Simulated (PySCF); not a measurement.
**C3H9Ga, SMILES `C[Ga](C)C`: what the electrons do**

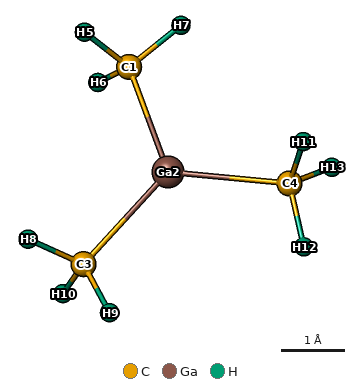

The molecule, with its atoms numbered as below. No frequency check shows the geometry to be a minimum.

Cartesian coordinates (Å):

```
C1       0.6383    1.9379   -0.0015
Ga2     -0.0057   -0.0042    0.0020
C3       1.3837   -1.5064   -0.0028
C4      -2.0087   -0.4218   -0.0009
H5       1.1643    2.1744   -0.9311
H6       1.3396    2.1205    0.8181
H7      -0.1918    2.6418    0.1011
H8       2.1164   -1.3603   -0.8017
H9       0.9220   -2.4875   -0.1419
H10      1.9375   -1.5284    0.9405
H11     -2.4546   -0.1784   -0.9698
H12     -2.2012   -1.4795    0.1984
H13     -2.5357    0.1686    0.7540
```

## 1. Bonding charge

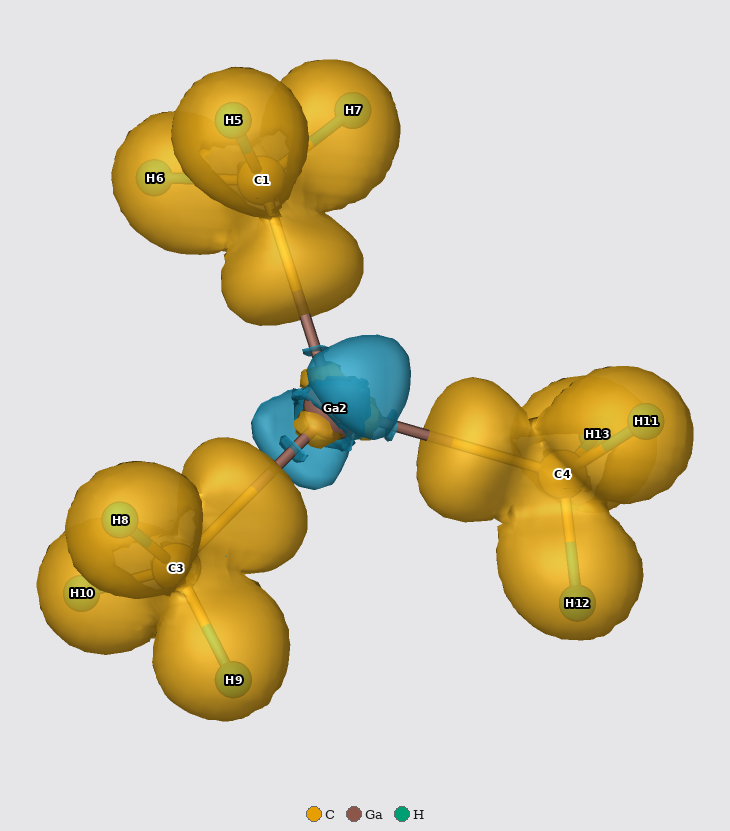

Deformation density (molecule less spherical, spin-averaged free atoms at the same positions), surfaces at ±0.08 e/Å³; yellow: gain, teal: loss.

Level of theory: PBE0/def2-TZVP (PySCF), at a geometry from GFN2-xTB.

> Describe the bonding that the map shows.

The five largest and four smallest: C3–H9: +0.67 e/Å³ at the bond critical point (bond length 1.09 Å, Mayer order 1.0). C1–H7: +0.67 e/Å³ at the bond critical point (bond length 1.09 Å, Mayer order 1.0). C4–H12: +0.67 e/Å³ at the bond critical point (bond length 1.09 Å, Mayer order 1.0). C4–H13: +0.66 e/Å³ at the bond critical point (bond length 1.09 Å, Mayer order 1.0). C3–H8: +0.66 e/Å³ at the bond critical point (bond length 1.09 Å, Mayer order 0.9). C4–H11: +0.66 e/Å³ at the bond critical point (bond length 1.09 Å, Mayer order 0.9). C1–Ga2: +0.16 e/Å³ at the bond critical point (bond length 2.05 Å, Mayer order 0.9). Ga2–C4: +0.16 e/Å³ at the bond critical point (bond length 2.05 Å, Mayer order 0.9). Ga2–C3: +0.16 e/Å³ at the bond critical point (bond length 2.05 Å, Mayer order 0.9). In all, 2.8 electrons gather in the regions of gain relative to the promolecule.

## 2. Local ionisation energy

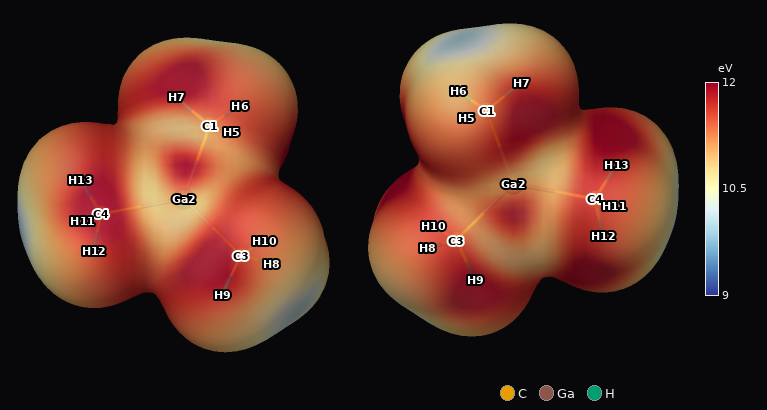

Average local ionisation energy on the surface of electron density 0.001 a.u. (back view left, front view right).

> Locate the minima of the map.

The lowest value is 9.9 eV, near H5 (1.80 Å) and H6 (1.94 Å), over C1 (2.0 Å). Further minima include 9.9 eV, near H11 (1.86 Å), H12 (1.90 Å), H13 (2.01 Å) and C4 (2.02 Å); 10.8 eV, off the Ga2–C4 bond (2.1 to 2.3 Å from its atoms), and at like points elsewhere. For comparison, the highest occupied orbital lies at −7.4 eV.

> What volume does the surface enclose, and what is the dipole moment?

About 130 Å³; the dipole moment is 0.0 D.

## 3. In an electric field

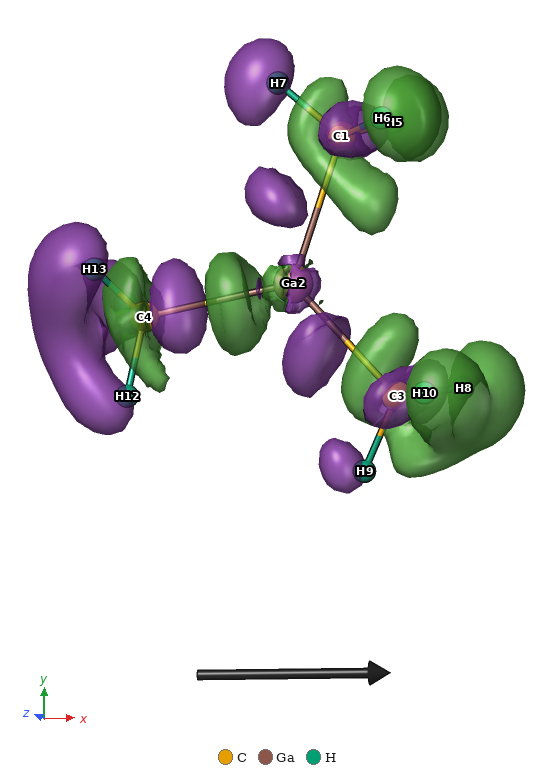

Change of the electron density in a uniform field of 0.21 V/Å along +x (arrow), surfaces at ±0.002 e/Å³ (purple: gain, green: loss).

PySCF calculation, PBE0/def2-TZVP, gas phase; geometry: GFN2-xTB. A basis without diffuse functions makes polarisabilities too small.

> What dipole is induced, and what polarisability does it imply?

The induced dipole is 0.78 D (along the field); α along this axis, from the fields in both directions, is 77 bohr³ (11.4 Å³).

> Which atoms gain and lose the most charge?

Electrons gather most on H13 (Hirshfeld charge changes by −0.007 e) and leave H8 most (+0.008 e); 0.066 electrons are displaced in all.

The PySCF runs shown took 24 s and 55 s on 1 thread of Intel(R) Xeon(R) Platinum 8259CL CPU @ 2.50GHz (Skylake/Cascade Lake) (shared host).
